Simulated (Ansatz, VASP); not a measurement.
**LiCaSc in two plane-wave programs**

One calculation is typed for both programs; each brings its own data sets and cutoff. How far apart do they land? The cell is invented: other elements were put on sites of a known structure type. It may not be a known or stable phase. The cell comes out of the VASP series on this material, whose earlier steps may have relaxed, scaled or displaced it; both programs get it as it stands.

Main program and level: Ansatz 0.2.0; plane waves, with VASP 6.6.1 beside it; band structure at LDA.

### Step 1. Set-up

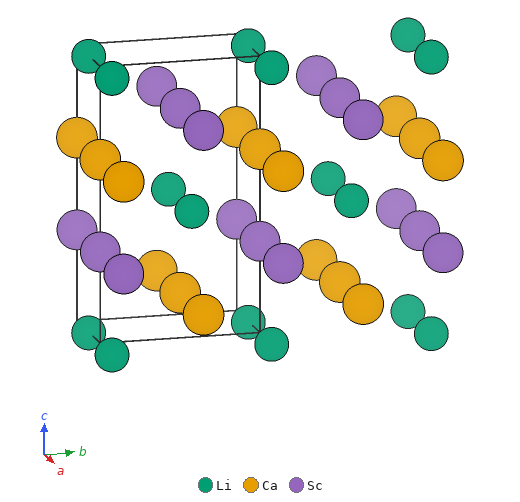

The cell as given, slightly off an axis (lithium teal, calcium orange, scandium purple). 2×2×1 cells are drawn. This picture shows the conventional cell, with its axes. Some periodic images of atoms are drawn too.

### Step 2. VASP: band structure, LDA

Levels along a path test the potential and the projectors away from the mesh points.

Lines of VASP's logs that name or quote its potential files are left out, and so is its time.

INCAR

```
SYSTEM = LiCaSc
PREC = Accurate
ENCUT = 650
EDIFF = 1E-06
NELM = 100
ISMEAR = 1
SIGMA = 0.2
LREAL = .FALSE.
ALGO = Normal
GGA = CA
LORBIT = 11
LWAVE = .FALSE.
LCHARG = .FALSE.
```

POSCAR

```
LiCaSc
1.0
    2.9893830329      0.0000000000      0.0000000000
    0.0000000000      2.7160525077      4.6975904837
    0.0000000000     -2.7160525077      4.6975904837
Li Ca Sc
1 1 1
Direct
    0.5000000000      0.9972157744      0.9972157744
    0.0000000000      0.6633069063      0.6633069063
    0.0000000000      0.3297820362      0.3297820362
```

KPOINTS

```
Automatic mesh
0
Gamma
8 5 5
0 0 0
```

KPOINTS_OPT

```
Line mode
16
Line-mode
Reciprocal
  0.00000000   0.00000000   0.00000000 GAMMA
  0.00000000   0.33357301  -0.33357301 X

  0.00000000   0.33357301  -0.33357301 X
  0.00000000   0.00000000  -0.50000000 S

  0.00000000   0.00000000  -0.50000000 S
 -0.50000000   0.00000000  -0.50000000 R

 -0.50000000   0.00000000  -0.50000000 R
 -0.50000000   0.33357301  -0.33357301 A

 -0.50000000   0.33357301  -0.33357301 A
 -0.50000000   0.00000000   0.00000000 Z

 -0.50000000   0.00000000   0.00000000 Z
  0.00000000   0.00000000   0.00000000 GAMMA

  0.00000000   0.00000000   0.00000000 GAMMA
  0.00000000  -0.50000000  -0.50000000 Y

  0.00000000  -0.50000000  -0.50000000 Y
  0.00000000  -0.33357301  -0.66642699 X1

  0.00000000  -0.33357301  -0.66642699 X1
 -0.50000000  -0.33357301  -0.66642699 A1

 -0.50000000  -0.33357301  -0.66642699 A1
 -0.50000000  -0.50000000  -0.50000000 T

 -0.50000000  -0.50000000  -0.50000000 T
  0.00000000  -0.50000000  -0.50000000 Y

 -0.50000000   0.00000000   0.00000000 Z
 -0.50000000  -0.50000000  -0.50000000 T
```

The projector-augmented-wave data sets are Li_sv, Ca_sv and Sc_sv (LDA family, release 64).

Launch:

```
$ mpirun -np 1 vasp_std
```

Numbers of over 12 decimals in the logs are rounded to 6 here.

The program printed:

```text
[banner, memory and clock lines left out]
running    1 mpi-ranks, on    1 nodes
 distrk:  each k-point on    1 cores,    1 groups
 distr:  one band on    1 cores,    1 groups

 POSCAR found type information on POSCAR LiCaSc
 POSCAR found :  3 types and       3 ions
 LDA part: xc-table for (Slater(with rela. corr.)+CA(PZ))
 , standard interpolation
 POSCAR, INCAR and KPOINTS ok, starting setup
 FFT: planning ... GRIDC
 FFT: planning ... GRID_SOFT
 FFT: planning ... GRID
 WAVECAR not read
 entering main loop
       N       E                     dE             d eps       ncg     rms          rms(c)
DAV:   1     0.328987531831E+03    0.32899E+03   -0.13397E+04  1440   0.176E+03
DAV:   2     0.849975158984E+01   -0.32049E+03   -0.31795E+03  1880   0.526E+02
DAV:   3    -0.906408477523E+01   -0.17564E+02   -0.17427E+02  2536   0.133E+02
DAV:   4    -0.115056738457E+02   -0.24416E+01   -0.24359E+01  2520   0.276E+01
DAV:   5    -0.117309959457E+02   -0.22532E+00   -0.22522E+00  2128   0.919E+00    0.628E+00
DAV:   6    -0.103105843957E+02    0.14204E+01   -0.22128E+01  2192   0.270E+01    0.415E+00
DAV:   7    -0.993844759043E+01    0.37214E+00   -0.38955E+00  2520   0.134E+01    0.190E+00
DAV:   8    -0.989933783927E+01    0.39110E-01   -0.94930E-01  2112   0.744E+00    0.115E+00
DAV:   9    -0.986793112331E+01    0.31407E-01   -0.33739E-01  2144   0.411E+00    0.256E-01
DAV:  10    -0.986667811146E+01    0.12530E-02   -0.21106E-02  2504   0.904E-01    0.982E-02
DAV:  11    -0.986652382220E+01    0.15429E-03   -0.53682E-03  2144   0.461E-01    0.752E-02
DAV:  12    -0.986638625574E+01    0.13757E-03   -0.10777E-03  2088   0.238E-01    0.116E-02
DAV:  13    -0.986638734073E+01   -0.10850E-05   -0.17945E-05  2432   0.320E-02    0.376E-03
DAV:  14    -0.986638707537E+01    0.26536E-06   -0.10347E-06  1408   0.818E-03
   1 F= -.98663871E+01 E0= -.98663456E+01  d E =-.124399E-03
 Start KPOINTS_OPT (optional k-point list driver)
k-point batch [1-45\192]
       N       E                     dE             ncg
DAV:   1    -0.824395172510E+04   -0.28308E+05     1440
DAV:   2    -0.225717205934E+05   -0.14328E+05     1624
DAV:   3    -0.234572230379E+05   -0.88550E+03     2552
DAV:   4    -0.235822113507E+05   -0.12499E+03     2560
DAV:   5    -0.235923437686E+05   -0.10132E+02     2088
DAV:   6    -0.235930774283E+05   -0.73366E+00     2352
DAV:   7    -0.235930857911E+05   -0.83628E-02     2168
DAV:   8    -0.235930860331E+05   -0.24198E-03     2304
DAV:   9    -0.235930860384E+05   -0.53819E-05     1824
DAV:  10    -0.235930860388E+05   -0.33209E-06     1424
[...]
k-point batch [181-192\192]
       N       E                     dE             ncg
DAV:   1     0.281037662073E+05   -0.14867E+05      384
DAV:   2     0.243124574142E+05   -0.37913E+04      448
DAV:   3     0.240996933527E+05   -0.21276E+03      664
DAV:   4     0.240693449270E+05   -0.30348E+02      696
DAV:   5     0.240662985547E+05   -0.30464E+01      568
DAV:   6     0.240659945385E+05   -0.30402E+00      672
DAV:   7     0.240659904671E+05   -0.40715E-02      544
DAV:   8     0.240659902608E+05   -0.20624E-03      672
DAV:   9     0.240659902562E+05   -0.46351E-05      536
DAV:  10     0.240659902560E+05   -0.22723E-06      448
```

OUTCAR, selected parts (step 2):

```text
ion  position               nearest neighbor table
   1  0.500  0.997  0.997-
   2  0.000  0.663  0.663-   3 3.13   3 3.13   3 3.13
   3  0.000  0.330  0.330-   2 3.13   2 3.13   2 3.13

  LATTYP: Found a base centered orthorhombic cell.
 ALAT       =     5.4321050154
 B/A-ratio  =     1.7295654154
 C/A-ratio  =     0.5503176070

 Subroutine GETGRP returns: Found  4 space group operations
 (whereof  4 operations were pure point group operations)

The static configuration has the point symmetry C_2v.

 Found     45 irreducible k-points:

   k-points           NKPTS =     45   k-points in BZ     NKDIM =     45   number of bands    NBANDS=     16

   dimension x,y,z NGX =    28 NGY =   48 NGZ =   48
   dimension x,y,z NGXF=    56 NGYF=   96 NGZF=   96

   ENCUT  =  650.0 eV  47.77 Ry    6.91 a.u.   6.21 11.28 11.28*2*pi/ulx,y,z

   NELECT =      24.0000    total number of electrons

 k-points in reciprocal lattice and weights: Automatic mesh
   0.00000000  0.00000000  0.00000000       0.005
   0.12500000  0.00000000  0.00000000       0.010
   0.25000000  0.00000000  0.00000000       0.010
   0.37500000  0.00000000  0.00000000       0.010
   0.50000000  0.00000000  0.00000000       0.005
   0.00000000  0.20000000  0.00000000       0.020
   0.12500000  0.20000000  0.00000000       0.040
   0.25000000  0.20000000  0.00000000       0.040
   0.37500000  0.20000000  0.00000000       0.040
[...]
0.37500000 -0.40000000  0.40000000       0.020
   0.50000000 -0.40000000  0.40000000       0.010

 average (electrostatic) potential at core
       1 -65.3886       2 -47.2904       3 -48.7609

 E-fermi :   2.4098

 k-point     1 :       0.0000    0.0000    0.0000
  band No.  band energies     occupation
    ...
      9     -19.3354      2.00000
     10      -1.8879      2.00000
     11       2.1374      2.06615
     12       2.1448      2.06822
     13       2.1724      2.07044
     14       3.1421     -0.00000
     15       3.1448     -0.00000
     16       3.2259     -0.00000

 k-point     2 :       0.1250    0.0000    0.0000
  band No.  band energies     occupation
    ...
      9     -19.4696      2.00000
     10      -1.5932      2.00000
     11       2.2893      1.84188
     12       2.2963      1.80966
     13       2.4712      0.50620
     14       3.0591     -0.00004
     15       3.0606     -0.00004
     16       3.6915     -0.00000

 k-point     3 :       0.2500    0.0000    0.0000
  band No.  band energies     occupation
    ...
      6     -25.6874      2.00000
      7     -19.7829      2.00000
      8     -19.6916      2.00000
      9     -19.6910      2.00000
     10      -0.7846      2.00000
     11       2.6841     -0.06550
     12       2.6848     -0.06527
     13       2.7601     -0.03273
     14       2.7656     -0.03047
     15       3.1008     -0.00001
    ...

  Total       -0.0171439     -0.0080558     -0.0116390      0.0000000      0.0000000      0.0000000
  in kB       -0.3600775     -0.1691969     -0.2444573      0.0000000      0.0000000      0.0000000
  external PRESSURE =      -0.2579105 kB  Pullay stress =       0.0000000 kB

  energy-cutoff  :      650.00
  volume of cell :       76.28
      direct lattice vectors                 reciprocal lattice vectors
     2.989383033  0.000000000  0.000000000     0.334517186  0.000000000  0.000000000
     0.000000000  2.716052508  4.697590484     0.000000000  0.184090697  0.106437545
     0.000000000 -2.716052508  4.697590484     0.000000000 -0.184090697  0.106437545

 POSITION                                       TOTAL-FORCE (eV/Angst)
 -----------------------------------------------------------------------------------
      1.49469      0.00000      9.36902         0.000000      0.000000     -0.005954
      0.00000      0.00000      6.23189         0.000000      0.000000      0.003943
      0.00000      0.00000      3.09836         0.000000      0.000000      0.002011
 -----------------------------------------------------------------------------------
    total drift:                               -0.000000     -0.000000     -0.000016

  FREE ENERGIE OF THE ION-ELECTRON SYSTEM (eV)
  ---------------------------------------------------
  free  energy   TOTEN  =        -9.8663870754 eV

  energy  without entropy=       -9.8662626760  energy(sigma->0) =       -9.86634561

 total charge
# of ion       s       p       d       tot
------------------------------------------
    1        2.030   0.056   0.000   2.086
    2        2.100   5.821   0.305   8.226
    3        2.291   6.057   1.047   9.395
--------------------------------------------------
tot          6.421  11.934   1.353  19.708

[... 3 further parts left out ...]
```

The run ends at a pressure of -0.03 GPa, with forces up to 0.0060 eV/Å.

### Step 3. Ansatz: band structure, LDA

Ansatz runs on its default PAW (the set named soft_2) files.

The same cell, functional (in two slightly different forms), mesh and smearing now go to Ansatz, which takes its cutoff from its data sets.

input.yaml

```yaml
crystal:
  lattice:
    - [2.9893830329, 0.0, 0.0]
    - [0.0, 2.7160525077, 4.6975904837]
    - [0.0, -2.7160525077, 4.6975904837]
  atoms:
    - { symbol: Li, position: [0.5, 0.9972157744, 0.9972157744] }
    - { symbol: Ca, position: [0.0, 0.6633069063, 0.6633069063] }
    - { symbol: Sc, position: [0.0, 0.3297820362, 0.3297820362] }
hamiltonian:
  xc: lda
  pseudopotentials: { kind: paw }
kpoints:
  mp_grid: { grid: [8, 5, 5] }
  band_path:
    path:
      - [0.0, 0.0, 0.0]
      - [0.0, 0.13343, -0.13343]
      - [0.0, 0.2891, -0.2891]
      - [0.0, 0.26686, -0.36686]
      - [0.0, 0.11119, -0.44452]
      - [0.0, 0.0, -0.5]
      - [-0.23333, 0.0, -0.5]
      - [-0.46667, 0.0, -0.5]
      - [-0.5, 0.08895, -0.45562]
      - [-0.5, 0.24462, -0.37795]
      - [-0.5, 0.31133, -0.31133]
      - [-0.5, 0.15567, -0.15567]
      - [-0.5, 0.0, 0.0]
      - [-0.33333, 0.0, 0.0]
      - [-0.1, 0.0, 0.0]
      - [0.0, -0.06667, -0.06667]
      - [0.0, -0.3, -0.3]
      - [0.0, -0.5, -0.5]
      - [0.0, -0.43343, -0.56657]
      - [0.0, -0.35576, -0.64424]
      - [-0.1, -0.33357, -0.66643]
      - [-0.33333, -0.33357, -0.66643]
      - [-0.5, -0.33357, -0.66643]
      - [-0.5, -0.41124, -0.58876]
      - [-0.5, -0.4889, -0.5111]
      - [-0.36667, -0.5, -0.5]
      - [-0.13333, -0.5, -0.5]
      - [-0.5, -0.03333, -0.03333]
      - [-0.5, -0.26667, -0.26667]
      - [-0.5, -0.5, -0.5]
    npoints: 1
scf:
  occupations: { method: methfessel_paxton, width: 0.2 }
  n_extra_bands: 7
output:
  forces: true
  stress: true
  eigenvalues: true
```

Launch:

```
$ ansatz run input.yaml --threads 2 --pin off --max-ram 4608MiB --backend cpu --events-out ev --progress --plain --runs-dir out
```

The program printed:

```text
scf.n_extra_bands = 7 over 12 filled bands (N_el = 24.0): the run solves 19 bands
Engine: ansatz 0.2.0, aarch64-unknown-linux-gnu
Pseudopotentials: kind: paw
Pseudopotential: Li, paw, valence charge 3, recommended cutoff 420 eV (normal), Li.paw.azcp
Pseudopotential: Ca, paw, valence charge 10, recommended cutoff 420 eV (normal), Ca.paw.azcp
Pseudopotential: Sc, paw, valence charge 11, recommended cutoff 420 eV (normal), Sc.paw.azcp
Functional definition: SPW92
  exchange = slater_x
  correlation = pw_c
Crystal: 3 atoms, lattice volume = 76.282 Å³
Basis set: ecut = 420 eV, 1491 PW (Γ)
Bands: 19, of which v1, the nominal top of the filled ones, is band 12 counted from 1 (11 counted from 0)
Symmetry: 4 space group operations
Space group: Amm2 (ITA 38), of the structure as read, at distance tolerance 4.2e-5 Å
k-points: 45 of 200 (time reversal used)
Non-local potential: Li, projectors of the file, l = 0: 3, l = 1: 2, l = 2: 1
Non-local potential: Ca, projectors of the file, l = 0: 3, l = 1: 2, l = 2: 2
Non-local potential: Sc, projectors of the file, l = 0: 3, l = 1: 2, l = 2: 3, l = 3: 1
PAW form: soft (Blöchl's): semilocal exchange-correlation on the pseudo side does not see the compensation charge
PAW frozen core: Ca, regenerated for the run's functional, and the local potential with it (the file was generated under x = pbe(κ = 0.804, μ = 0.219515), c = pbe(β = 0.066725))
PAW frozen core: Sc, regenerated for the run's functional, and the local potential with it (the file was generated under x = pbe(κ = 0.804, μ = 0.219515), c = pbe(β = 0.066725))
PAW one-centre angular grid: Li, 110 points (default); XC on 64 Gauss nodes
PAW one-centre angular grid: Ca, 110 points (default); XC on 64 Gauss nodes
PAW one-centre angular grid: Sc, 590 points (default); XC on 64 Gauss nodes
Initial density: superposition of atomic densities (neutral atoms: chi_scale 0, normalization atom), corrected by the library's trained network
Initial wavefunctions: pseudopotential atomic-orbital guess
Functional: x = slater, c = lda
SCF iter   1: F=—  HF=-4062.161229 eV  |F-HF|=—  |Δ(HF+E_count)|=         —  Δρ=6.35e-3  dr2=6.19e-2  ethr=1.77e-3  ⟨swp⟩=6.5  Hψ=4836  notcnv=0
preconditioner: auto → none  [metal: Δε(μ)=0.018 eV  Ē_g=2.944 eV  σ=0.200 eV  W_gap=0.08  n_scr=8 (ndim 8)  ℏωp=10.4 eV  f_vac=0.000  D(μ)=3.49/eV (n_scr^D=32)  sad-step TF]
SCF iter   2: F=—  HF=-4062.153679 eV  |F-HF|=—  |Δ(HF+E_count)|=   7.55e-3  S|Δr|=    0.00e0  Δρ=3.78e-3  dr2=2.71e-2  ethr=2.58e-4  ⟨swp⟩=1.0  Hψ=1215  notcnv=0
SCF iter   3: F=—  HF=-4062.150482 eV  |F-HF|=—  |Δ(HF+E_count)|=   3.20e-3  S|Δr|=    0.00e0  Δρ=2.13e-3  dr2=1.03e-2  ethr=1.13e-4  ⟨swp⟩=2.0  Hψ=972  notcnv=0
SCF iter   4: F=—  HF=-4062.149150 eV  |F-HF|=—  |Δ(HF+E_count)|=   1.33e-3  S|Δr|=    0.00e0  Δρ=7.24e-4  dr2=8.14e-4  ethr=4.28e-5  ⟨swp⟩=2.0  Hψ=980  notcnv=0
SCF iter   5: F=—  HF=-4062.148939 eV  |F-HF|=—  |Δ(HF+E_count)|=   2.11e-4  S|Δr|=    0.00e0  Δρ=2.40e-4  dr2=1.01e-4  ethr=3.39e-6  ⟨swp⟩=2.1  Hψ=980  notcnv=0
SCF iter   6: F=—  HF=-4062.148914 eV  |F-HF|=—  |Δ(HF+E_count)|=   2.50e-5  S|Δr|=    0.00e0  Δρ=6.67e-5  dr2=7.02e-6  ethr=4.21e-7  ⟨swp⟩=2.0  Hψ=962  notcnv=0
SCF iter   7: F=—  HF=-4062.148911 eV  |F-HF|=—  |Δ(HF+E_count)|=   3.18e-6  S|Δr|=    0.00e0  Δρ=1.95e-5  dr2=1.04e-6  ethr=2.93e-8  ⟨swp⟩=2.0  Hψ=1108  notcnv=0
SCF iter   8: F=-4062.148911 eV  HF=-4062.148911 eV  |F-HF|=3.90e-9  |Δ(HF+E_count)|=   2.41e-7  S|Δr|=    0.00e0  Δρ=5.60e-6  dr2=1.72e-8  ethr=4.17e-10  ⟨swp⟩=4.3  Hψ=3159  notcnv=0
SCF 1 converged in 8 iterations: F = -4062.148911 eV  dr2 = 1.72e-8
  greatest PAW one-centre occupation: 1.000 electrons in one spin orbital (limit 2), on the Li atom at site 0 (counted from 0), in its partial waves of l = 0
NSCF: frozen V_eff on 30 k-points
SCF converged after 8 iterations
Stability not checked: this state was not tested for a lower state beside it, because cold or Methfessel-Paxton smearing, or corrected tetrahedra, fill the levels in a way that the test cannot read (fill_not_monotonic; see scf.lower_state_search)
Free energy (F): -4062.148911 eV
Harris-Foulkes:  -4062.148911 eV  (|F-HF|=3.90e-9)
Internal energy: -4062.148592 eV  (E = F + TS)
E sigma→0 (E₀):  -4062.148831 eV
Entropy (-TS):   -0.000319 eV (-0.106 meV/atom)
Fermi energy:    5.909563 eV
--- Per-component energies (eV) ---
  E_band       = -438.249126
  E_kinetic    = 559.593361
  E_local      = -1956.597470  (includes V_loc(G=0)·N_el)
  E_nonlocal   = 122.853140
  E_hartree    = 670.602428
  E_xc         = -247.228643
  E_vxc        = -310.138099  (∫ρ·V_xc dr)
  E_paw        = -1745.193854  (= ΣΔE_a)
  E_vpaw       = -195.164949  (= ΣTr[D̂ρ^β])
  E_aug_tail   = 0.000016  (compensation charges beyond the density's cutoff)
  E_ewald      = -1466.765660
  E_core_change = 0.588089  (= ΣΔE_core)
  E_smearing   = -0.000319  (= −TS)
  E_closure    = 0.000000  (closes the sum)
  Σ components = -4062.148911   (vs F -4062.148911, Δ=0.00e0)
--- Forces (eV/Å), atoms counted from 1 ---
  atom   1  Li     0.00000000     0.00000000    -0.00594471
  atom   2  Ca     0.00000000     0.00000000     0.00383519
  atom   3  Sc     0.00000000     0.00000000     0.00208253
  max |Σ_I F_I| component: 2.70e-5 eV/Å
--- Stress (GPa, compression-positive) ---
       -0.043021       0.000000       0.000000
        0.000000      -0.010500       0.000000
        0.000000       0.000000      -0.018584
  P = ⅓ Tr σ = -0.0240 GPa (-0.240 kbar)
--- Band table (eV; the first three rows and the last of 45) ---
  k-point 0: bands = [... 8 lower, -15.8729, 1.6097, 5.6400, 5.6474, 5.6725, 6.6409, 6.6436, 6.7288, ... 3 higher]
  k-point 1: bands = [... 8 lower, -15.8729, 1.8896, 5.1424, 5.5699, 5.7867, 6.2167, 6.5756, 6.9939, ... 3 higher]
  k-point 2: bands = [... 8 lower, -15.8730, 2.6415, 4.0642, 5.2031, 6.0790, 6.1653, 6.4515, 7.0773, ... 3 higher]
  k-point 44: bands = [... 8 lower, -16.1696, 4.9829, 5.4061, 5.8772, 6.0974, 6.6694, 7.0461, 7.7075, ... 3 higher]
```

It took 4 s on 2 threads of Arm Neoverse V2, shared host; peak memory 0.38 GiB.

Reading the cycles: dr2 is the Hartree energy of the density residual (eV), the measure of convergence; HF is the Harris–Foulkes estimate of the energy, which meets the free energy F at convergence.

### Step 4. Differences

Known differences besides the PAW data sets themselves: the two LDA forms differ slightly; the cutoff is 420 eV in Ansatz and 650 eV in VASP; Ansatz makes its cores anew for this functional, VASP keeps those of its LDA data sets. Total energies have different zeros and are not compared.

The two programs side by side:

```csv
quantity,Ansatz,VASP,difference
pressure (GPa),-0.02,-0.03,0.00
```

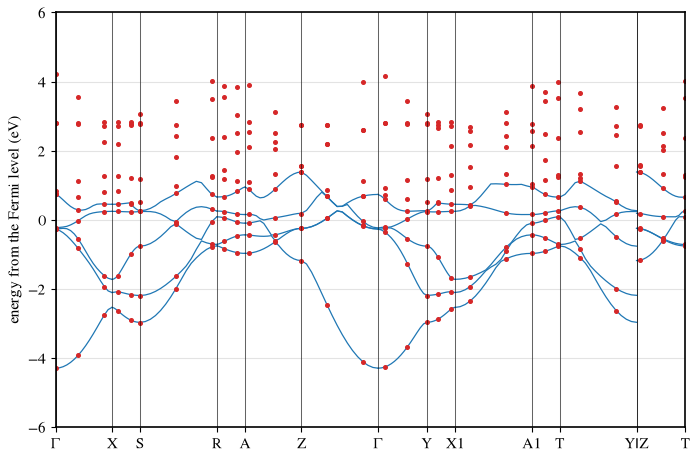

Bands from VASP (lines) and levels from Ansatz (dots). Dots without a line are higher empty bands that the VASP plot leaves out.

Levels from 3 eV below to 2 eV above the Fermi level differ by 3 meV r.m.s. and 9 meV at most; each VASP level is matched to the nearest of Ansatz, which flatters the figure a little.

### Step 5. Summary of results

| Quantity | Value |
| --- | --- |
| r.m.s. difference of levels near the Fermi level (band structure, LDA) | 3.1 meV |

The r.m.s. difference of levels near the Fermi level is 3.1 meV (band structure, LDA), within the 80 meV picked in this series as the mark of a large difference. Differences of this kind measure data sets and numerical settings, not the functional's error against experiment.

[Lines on the potential files, build, host, timing and source positions are cut from VASP's logs without a mark.]

[Logs are printed without paths, hosts, clocks, repeated set-up lines and the standing remarks that a program may print on its own settings, such as how far it seeks lower states.]

[Hosts, paths, dates, database ids (printed as entryN), source tags and the programs' standing remarks are cut or masked in the printed files.]
